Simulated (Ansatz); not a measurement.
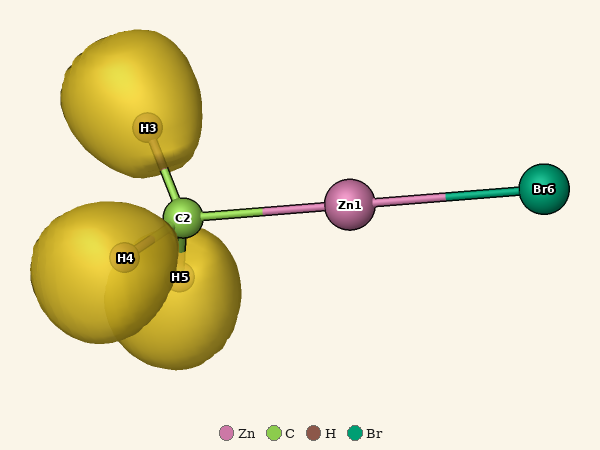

*CH3BrZn (ZnMeBr). Isosurface of the electron localisation function at 0.9 (yellow), seen at an oblique angle. Core shells and regions of very low density are left out.*

Geometry: PBE0-D4/def2-TZVP.

All numbers below come from Ansatz 0.2.0, RKS PBE0-D4/def2-TZVP.

```xyz
6

Zn   -0.0052    0.0025   -1.1003
C     0.0038   -0.0015    0.8287
H    -0.4465    0.9163    1.2107
H     1.0272   -0.0702    1.2015
H    -0.5639   -0.8533    1.2072
Br   -0.0153    0.0063   -3.3479
```

**Identify the bonds, lone pairs and shells in this picture.**

At this value the surface marks out three regions around hydrogen nuclei.

Values along the shortest contacts:
C–Zn (1.93 Å): the ELF peaks at about 0.90 in the valence shell of C, 0.6 Å from its nucleus, and is about 0.40 at the midpoint. Zn–Br (2.25 Å): the ELF peaks at about 0.75 in the valence shell of Br, 1.0 Å from its nucleus, and is about 0.60 at the midpoint.
